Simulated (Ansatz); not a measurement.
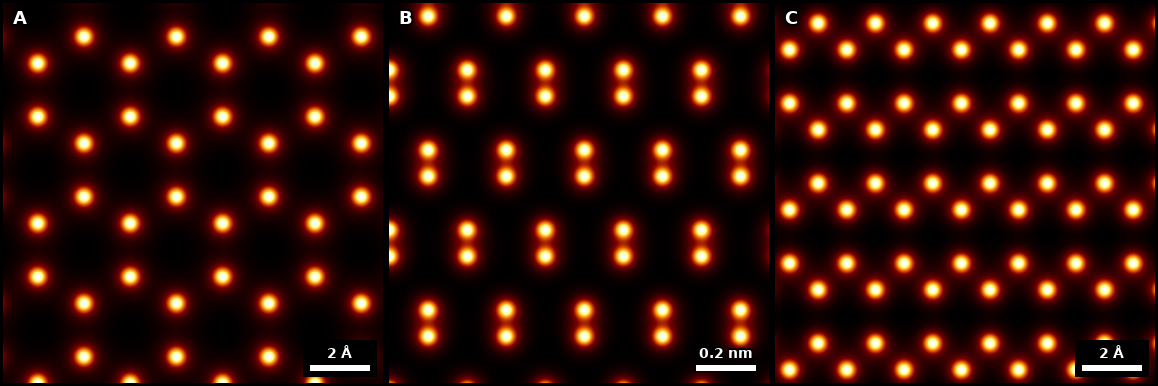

Three views of Hf (P6_3/mmc, No. 194) along different zone axes. Computed as the sum of neutral-atom potentials (tabulated electron scattering factors, B = 0.5 Å²) projected along the beam and smoothed by 0.25 Å; brighter is more positive. Atomic positions: the geometry relaxed with DFT PBEsol, scalar-relativistic, plane waves, PAW in Ansatz.

```cif
data_structure
_symmetry_space_group_name_H-M 'P 1'
_symmetry_Int_Tables_number 1
_cell_length_a 3.1608
_cell_length_b 3.1608
_cell_length_c 4.9956
_cell_angle_alpha 90.000
_cell_angle_beta 90.000
_cell_angle_gamma 120.000
_cell_volume 43.22
loop_
_atom_site_label
_atom_site_type_symbol
_atom_site_fract_x
_atom_site_fract_y
_atom_site_fract_z
_atom_site_occupancy
Hf1 Hf 0.33333 0.66667 0.75000 1
Hf2 Hf 0.66667 0.33333 0.25000 1
```

Q: Match the panels to the zone axes [001], [101] and [201].

A is [001]: projected cell 3.16 × 3.16 Å, 120°, plane group p6mm. B is [101]: projected cell 2.67 × 3.05 Å, 116°, plane group c2mm. C is [201]: projected cell 1.96 × 2.91 Å, 110°, plane group c2mm.
